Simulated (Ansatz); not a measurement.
# Ga2O3 (C2/m): the HSE06 gap against the k mesh of the hybrid

How far can the k mesh of the hybrid be lowered for the gap of Ga2O3 (C2/m)?

Method: DFT, HSE06, plane waves, PAW, in Ansatz 0.2.0.

### 1. The structure

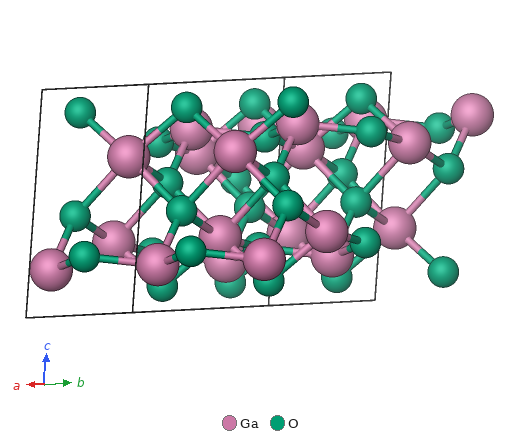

The cell as given, slightly off an axis (gallium pink, oxygen teal). 1×2×1 cells are drawn. This picture shows the conventional cell, with its axes. Some periodic images of atoms are drawn too.

The cell and positions come from the Crystallography Open Database and are kept as given unless a step says otherwise. The default PAW set here is soft_2. Its files were made with PBE.

### 2. k mesh of the hybrid: 2×2×2

Input file input.yaml:

```yaml
crystal:
  lattice:
    - [6.107, -1.51855, 0.0]
    - [6.107, 1.51855, 0.0]
    - [-1.3859888959, 0.0, 5.630008738]
  atoms:
    - { symbol: Ga, position: [0.0905, 0.0905, 0.7946] }
    - { symbol: Ga, position: [0.9095, 0.9095, 0.2054] }
    - { symbol: Ga, position: [0.65866, 0.65866, 0.31402] }
    - { symbol: Ga, position: [0.34134, 0.34134, 0.68598] }
    - { symbol: O, position: [0.1645, 0.1645, 0.1098] }
    - { symbol: O, position: [0.8355, 0.8355, 0.8902] }
    - { symbol: O, position: [0.1733, 0.1733, 0.5632] }
    - { symbol: O, position: [0.8267, 0.8267, 0.4368] }
    - { symbol: O, position: [0.4959, 0.4959, 0.2566] }
    - { symbol: O, position: [0.5041, 0.5041, 0.7434] }
kpoints:
  mp_grid: { grid: [2, 2, 2] }
  band_path:
    path:
      - [0.0, 0.0, 0.0]
      - [-0.2663944, 0.2663944, 0.0]
      - [-0.7336056, -0.2663944, 0.0]
      - [-0.5, -0.5, 0.0]
      - [-0.5, -0.5, 0.5]
      - [-0.74186107, -0.25813893, 0.5]
      - [-0.25813893, 0.25813893, 0.5]
      - [0.0, 0.0, 0.5]
      - [-0.548372214, -0.451627786, 0.5]
    npoints: 1
hamiltonian:
  xc: hse06
scf:
  occupations: { method: fixed }
  n_extra_bands: 7
output:
  eigenvalues: true
```

On the command line:

```console
> ansatz run input.yaml --threads 3 --pin off --max-ram 92160MiB --backend cuda --events-out ev --progress --plain --runs-dir out --devices 1 --max-vram 13GiB
```

Numbers of over 12 decimals in the logs are rounded to 6 here.

The log of the run:

```text
basis.fft_grid_basis auto: the FFT boxes are laid along the combinations [[1, -1, 0], [0, 1, 0], [0, 0, 1]] of the cell's own vectors, 3.037, 6.293 and 5.798 Å long. The dense box has 24×45×40 points. Along the cell's own vectors, as sized, it would have 45×45×40, 1.88 times as many. Of the 4 symmetry operations that the crystal satisfies within crystal.symmetry.tolerance (time reversal apart; of a slab, those that k [...]
scf.n_extra_bands = 7 over 44 filled bands (N_el = 88.0): the run solves 51 bands
exact exchange: scf.exx.singularity resolves to wigner_seitz, which cuts the screened interaction at the faces of the exchange supercell's Wigner-Seitz cell, so that each pair interacts once, at the shortest of its separations (the periodic images that this leaves out come, for a point-like exchange hole, to about 0.089 eV on a filled level). The cut falls within the interaction's reach, and what an exchange supercel [...]
GPUs: using 1 of 1 available (devices: 1).
Engine: ansatz 0.2.0, x86_64-unknown-linux-gnu
Pseudopotentials: kind: paw
Pseudopotential: Ga, paw, valence charge 13, recommended cutoff 420 eV (normal), Ga.paw.azcp
Pseudopotential: O, paw, valence charge 6, recommended cutoff 420 eV (normal), O.paw.azcp
Functional definition: HSE06
  parameter a = 0.25
  parameter omega = 0.11/bohr
  exchange = pbe_x - a*pbe_x_sr(omega) + a*exact_x_sr(omega)
  correlation = pbe_c
davidson cushion auto → on  (no smearing: the cushion is to keep the highest requested band from converging to the state above it; pin scf.eigensolver.cushion to override)
device memory: the entry about to start is reckoned to put 2.0 GiB on a device that reports 48.0 GiB free (of which the cap on the GPU budget leaves the run 13.0 GiB)
GPU FFT provider: cuFFT
GPU libraries: cuBLAS 13.8.2, cuFFT 12.4.0, cuSOLVER 12.3.4
Crystal: 10 atoms, lattice volume = 104.423 Å³
Basis set: ecut = 420 eV, 2037 PW (Γ), FFT grids on a1−a2, a2, a3
Bands: 51, of which v1, the nominal top of the filled ones, is band 44 counted from 1 (43 counted from 0)
Symmetry: 4 space group operations
Space group: C2/m (ITA 12), of the structure as read, at distance tolerance 4.7e-5 Å
k-points: 6 of 8
Non-local potential: Ga, projectors of the file, l = 0: 2, l = 1: 2, l = 2: 3, l = 3: 1
Non-local potential: O, projectors of the file, l = 0: 2, l = 1: 2, l = 2: 1
PAW form: soft (Blöchl's): semilocal exchange-correlation on the pseudo side does not see the compensation charge
PAW frozen core: Ga, regenerated for the run's functional, and the local potential with it (the file was generated under x = pbe(κ = 0.804, μ = 0.219515), c = pbe(β = 0.066725))
PAW frozen core: O, regenerated for the run's functional, and the local potential with it (the file was generated under x = pbe(κ = 0.804, μ = 0.219515), c = pbe(β = 0.066725))
PAW one-centre angular grid: Ga, 590 points (default); XC on 64 Gauss nodes
PAW one-centre angular grid: O, 110 points (default); XC on 96 Gauss nodes
Initial density: superposition of atomic densities (neutral atoms: chi_scale 0, normalization atom), corrected by the library's trained network
Initial wavefunctions: pseudopotential atomic-orbital guess
GPU buffer pool allocated for 43200 grid points (all kernels)
GPU transforms: local potential and band sums: pruned to the plane-wave sphere, on 24×45×40
Functional: x = pbe(κ = 0.804, μ = 0.219515), c = pbe(β = 0.066725), warm-up for x = pbe(κ = 0.804, μ = 0.219515) + 0.25 (exact − pbe) at short range (hse, ω = 0.207870 Å⁻¹), c = pbe(β = 0.066725); HSE06 as pw.x's `hse` composes it (authors' and Libxc's form: `xc: wpbeh`)
SCF iter   1: F=—  HF=-18539.113411 eV  |F-HF|=—  |Δ(HF+E_count)|=         —  Δρ=8.31e-3  dr2=3.34e-2  ethr=1.77e-3  ⟨swp⟩=6.0  Hψ=1376  notcnv=0
preconditioner: auto → none  [insulator: Δε(μ)=2.442 eV  Ē_g=16.624 eV  n_scr=34 (ndim 8)  ℏωp=34.1 eV  f_vac=0.014]
[...]
SCF iter   5: F=—  HF=-18540.606473 eV  |F-HF|=—  |Δ(HF+E_count)|=   7.24e-4  Δρ=6.57e-4  dr2=3.67e-4  ethr=7.03e-7  ⟨swp⟩=3.5  Hψ=825  notcnv=0
SCF iter   6: F=—  HF=-18540.606398 eV  |F-HF|=—  |Δ(HF+E_count)|=   7.52e-5  Δρ=3.27e-4  dr2=1.16e-4  ethr=4.04e-7  ⟨swp⟩=3.3  Hψ=850  notcnv=0
iter 7 solved again at ethr=9.14e-9 eV; its pass at ethr=1.18e-7 eV (dr2=8.04e-6 eV) is discarded
SCF iter   7: F=-18540.606361 eV  HF=-18540.606368 eV  |F-HF|=7.19e-6  |Δ(HF+E_count)|=   2.98e-5  Δρ=9.45e-5  dr2=2.02e-5  ethr=9.14e-9  ⟨swp⟩=2.8  Hψ=1428  notcnv=0
SCF 2 stopped early in 7 iterations: F = -18540.606361 eV  dr2 = 2.02e-5
hybrid outer 1: dexx = +4.856e-2 eV, tail = 2.04e-4 eV
GPU FFT provider: cuFFT
GPU libraries: cuBLAS 13.8.2, cuFFT 12.4.0, cuSOLVER 12.3.4
GPU buffer pool allocated for 43200 grid points (all kernels)
GPU transforms: local potential and band sums: pruned to the plane-wave sphere, on 24×45×40
Exchange kernel: α = 0.2500, screened, ω = 0.2079 Å⁻¹, Wigner–Seitz truncation, v(0) = 813.7021 eV·Å³, q-mesh 2×2×2, nearest image of the exchange supercell L = 6.07 Å, pair-density grid 20×40×40, without the augmentation charges, whose exchange is taken in its separable form by FFT convolution over the k-point mesh (the finest that the files' search goes to), smooth part of the exact exchange by density-matrix convolution in up to 683.4 MiB of GPU memory as planned if the GPU has room (build and FFT work areas not counted)
Frozen-core exchange: fock
SCF iter   1: F=—  HF=-18540.604493 eV  |F-HF|=—  |Δ(HF+E_count)|=         —  Δρ=8.44e-5  dr2=5.84e-6  ethr=1.16e-6  ⟨swp⟩=3.2  Hψ=724  notcnv=0
preconditioner: auto → none  [insulator: Δε(μ)=4.237 eV  Ē_g=19.713 eV  n_scr=34 (ndim 8)  ℏωp=34.1 eV  f_vac=0.022]
iter 2 solved again at ethr=3.38e-10 eV; its pass at ethr=4.82e-9 eV (dr2=2.97e-7 eV) is discarded
SCF iter   2: F=—  HF=-18540.604499 eV  |F-HF|=—  |Δ(HF+E_count)|=   6.20e-6  Δρ=2.60e-5  dr2=8.71e-7  ethr=3.38e-10  ⟨swp⟩=2.0  Hψ=1904  notcnv=0
SCF iter   3: F=—  HF=-18540.604504 eV  |F-HF|=—  |Δ(HF+E_count)|=   4.85e-6  Δρ=1.54e-5  dr2=1.56e-7  ethr=3.38e-10  ⟨swp⟩=4.5  Hψ=1182  notcnv=0  defer=1
SCF iter   4: F=-18540.604504 eV  HF=-18540.604504 eV  |F-HF|=5.78e-8  |Δ(HF+E_count)|=   1.93e-8  Δρ=8.36e-6  dr2=4.90e-8  ethr=1.56e-10  ⟨swp⟩=3.0  Hψ=827  notcnv=0
SCF 3 converged in 4 iterations: F = -18540.604504 eV  dr2 = 4.90e-8
hybrid outer 2: dexx = +3.377e-6 eV, tail = 2.44e-7 eV, Δε = 3.06e-3 eV (about 1.22e-4 eV left of the loop's levels)
the search or the solves at the SCF's close seem to have found levels that the self-consistency loop had missed (the run counts 1). By its estimate they hold under 1e-12 electrons; where the run keeps them, the occupations were computed again with them
device memory: the entry about to start is reckoned to put 0.8 GiB on a device that reports 43.1 GiB free (of which the cap on the GPU budget leaves the run 13.0 GiB)
NSCF: frozen V_eff on 9 k-points
hybrid SCF converged: 2 outer / 11 inner (+4 warm-up), last move |dexx| = 3.38e-6 eV, tail = 2.44e-7 eV
Stability not checked: this state was not tested for a lower state beside it, because the functional holds exact exchange (a hybrid, or Hartree-Fock), whose exchange loop this test does not read (fock_operator; see scf.lower_state_search)
Free energy (F): -18540.604502 eV
Frozen-core exchange: fock
Harris-Foulkes:  -18540.604502 eV  (|F-HF|=5.78e-8)
Internal energy: -18540.604502 eV  (E = F + TS)
E sigma→0 (E₀):  -18540.604502 eV
Fermi energy:    6.999489 eV
--- Per-component energies (eV) ---
  E_band       = -292.851991
  E_kinetic    = 1527.336128
  E_local      = -9107.779848  (includes V_loc(G=0)·N_el)
  E_nonlocal   = 2021.520478
  E_hartree    = 4109.400820
  E_xc         = -571.501289
  E_vxc        = -629.437558  (∫ρ·V_xc dr)
  E_exx        = -312.041698  (= α·E_x^exact, valence–valence)
  E_paw        = -8783.068817  (= ΣΔE_a)
  E_vpaw       = -1699.231180  (= ΣTr[D̂ρ^β])
  E_aug_tail   = 0.014287  (compensation charges beyond the density's cutoff)
  E_ewald      = -7424.773589
  E_core_change = 0.289025  (= ΣΔE_core)
  E_smearing   = -0.000000  (= −TS)
  E_closure    = -0.000000  (closes the sum)
  Σ components = -18540.604502   (vs F -18540.604502, Δ=0.00e0)
--- Band table (eV; the first three rows and the last of 6) ---
  k-point 0: bands = [... 40 lower, 6.3317, 6.5348, 6.7656, 6.9906, 11.2363, 14.7282, 15.6641, 15.8779, ... 3 higher]
  k-point 1: bands = [... 40 lower, 6.3178, 6.3734, 6.5423, 6.6993, 13.6912, 13.8182, 15.8608, 16.3682, ... 3 higher]
  k-point 2: bands = [... 40 lower, 6.2850, 6.3023, 6.5706, 6.7537, 14.5687, 15.5677, 16.3686, 16.5911, ... 3 higher]
  k-point 5: bands = [... 40 lower, 6.4031, 6.4124, 6.4469, 6.9995, 14.1630, 14.2779, 15.3000, 15.6394, ... 3 higher]
```

Elapsed: 33 s, on 1 × NVIDIA H100 80GB HBM3 (shared by 6 runs) with 3 threads of AMD EPYC 7R13 (Zen 3), shared host; peak memory 1.2 GiB; 25 s of CPU time.

The column dr2 measures how far the density is from self-consistency, as an energy; F and HF (Harris–Foulkes) agree once it is small.

This step gave:

| Quantity | Value |
| --- | --- |
| gap | 4.222 eV |
| valence top at | k = (-0.548, -0.452, 0.500) |
| conduction bottom at | Γ |
| least direct gap | 4.246 eV |
| exact-exchange fraction | 0.25 |

The gap is indirect, with the least direct gap 0.02 eV higher.

### 3. k mesh of the hybrid: 4×4×2

input.yaml: that of step 2 with these lines changed.

```diff
@@ -17,3 +17,3 @@
 kpoints:
-  mp_grid: { grid: [2, 2, 2] }
+  mp_grid: { grid: [4, 4, 2] }
   band_path:
```

The log of the run:

```text
[...]
GPUs: using 1 of 1 available (devices: 1).
[...]
GPU FFT provider: cuFFT
GPU libraries: cuBLAS 13.8.2, cuFFT 12.4.0, cuSOLVER 12.3.4
Crystal: 10 atoms, lattice volume = 104.423 Å³
Basis set: ecut = 420 eV, 2037 PW (Γ), FFT grids on a1−a2, a2, a3
Bands: 51, of which v1, the nominal top of the filled ones, is band 44 counted from 1 (43 counted from 0)
[... 1 set-up line as in the run before ...]
[...]
k-points: 14 of 32
[...]
Fermi energy:    6.916145 eV
[...]
--- Band table (eV; the first three rows and the last of 14) ---
  k-point 0: bands = [... 40 lower, 6.3359, 6.4579, 6.6827, 6.9095, 11.1794, 14.6786, 15.6059, 15.8246, ... 3 higher]
  k-point 1: bands = [... 40 lower, 6.2404, 6.3784, 6.5393, 6.6143, 13.6296, 13.7532, 15.7914, 16.3080, ... 3 higher]
  k-point 2: bands = [... 40 lower, 5.8939, 6.1641, 6.3792, 6.8517, 13.5959, 15.2915, 16.0837, 17.1340, ... 3 higher]
  k-point 13: bands = [... 40 lower, 6.3318, 6.3655, 6.4108, 6.9161, 14.1001, 14.2161, 15.2398, 15.5715, ... 3 higher]
[key lines of the parts left out:]
Free energy (F): -18541.404234 eV
```

Run time: 26 s. Hardware: 1 × NVIDIA H100 80GB HBM3 (shared by 6 runs) with 3 threads; peak memory 1.5 GiB; 38 s of CPU time.

Numbers from this step:

```yaml
gap: 4.245 eV
valence_top_at: k = (-0.548, -0.452, 0.500)
conduction_bottom_at: Γ
least_direct_gap: 4.270 eV
```

The gap is 4.245 eV, +0.023 eV from the run before at this level.

### 4. The series

Differences are against the last row; a negative gap means that bands overlap, and a run with a band path holds that path's time. Times are wall times on 1 × NVIDIA H100 80GB HBM3 (shared by 6 runs) with 3 threads of AMD EPYC 7R13 (Zen 3), shared host, good to a factor of about two.

```csv
k mesh of the hybrid,gap (eV),direct gap (eV),gap error (eV),energy error (meV/atom),irreducible k,time
2×2×2,4.222,4.246,−0.023,+80.0,6,33 s
4×4×2,4.245,4.270,+0.000,+0.0,14,26 s
```

### 5. Outcome

| Property | Result |
| --- | --- |
| 2×2×2 | 4.222 eV |
| 4×4×2 | 4.245 eV |

**Reading.** The gap holds to 0.02 eV from 4×4×2 on, the last run itself, so the series does not show convergence. At 2×2×2 the gap is off by −0.023 eV and the energy by +80 meV/atom. The gap is read over the mesh and added points near the edges, so meshes differ mainly through the density and, for a hybrid, the exchange operator.

[Paths, hosts, dates, memory and timing lines, banners, echoed tables and standing remarks are left out of the program output.]

[Logs are printed without paths, hosts, clocks, repeated set-up lines and the standing remarks that a program may print on its own settings, such as how far it seeks lower states.]

[Runs of the session that timed out or met a known fault of the program may be left out.]

[Cells called generated may have been cut or substituted from an entry of the Crystallography Open Database or the Materials Project.]

[Hosts, paths, dates, database ids (printed as entryN), source tags and the programs' standing remarks are cut or masked in the printed files.]
